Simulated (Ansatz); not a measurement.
The relaxed structure here is a generated cell of BeS: the first start was made by placing the elements on the sites of a structure type, and the end was not matched to a known phase here, so it may be hypothetical.

A relaxed structure of BeS. Space group P6₃mc (No. 186), wurtzite type. The numbers are results of r2SCAN (plane waves to 500 eV, PAW, scalar-relativistic; Ansatz, a program for electronic structure), not measurements.

```cif
data_Be2S2
_chemical_formula_sum 'Be2 S2'
_space_group_name_H-M_alt 'P 1'
_space_group_IT_number 1
_cell_length_a 3.43402
_cell_length_b 3.43402
_cell_length_c 5.66121
_cell_angle_alpha 90.000
_cell_angle_beta 90.000
_cell_angle_gamma 120.000
loop_
_space_group_symop_operation_xyz
  'x, y, z'
loop_
_atom_site_label
_atom_site_type_symbol
_atom_site_fract_x
_atom_site_fract_y
_atom_site_fract_z
_atom_site_occupancy
Be1 Be 0.66667 0.33333 0.99959 1
Be2 Be 0.33333 0.66667 0.49959 1
S1 S 0.66667 0.33333 0.62561 1
S2 S 0.33333 0.66667 0.12561 1
```

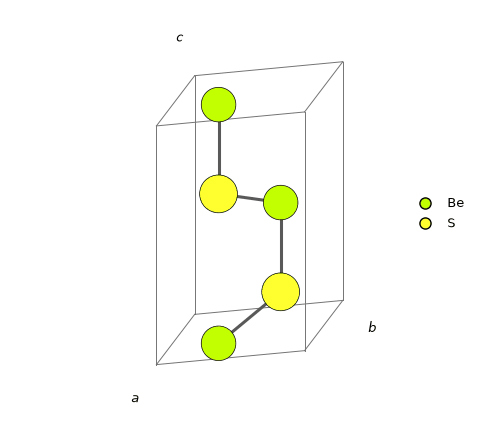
Figure. The conventional cell of the relaxed structure

```yaml
volume_per_atom: 14.45 Å³
band_gap: 4.09 eV, indirect (valence top at Γ, conduction bottom at K) (no spin-orbit coupling)
smallest_direct_gap: 5.64 eV at M
shortest_distances: Be–S 2.11 Å; Be–Be 3.43 Å; S–S 3.43 Å
k-mesh: 11×11×6
```

No spin polarisation in the result.

The run could not lose the symmetry of its start, so the end can be a saddle point.
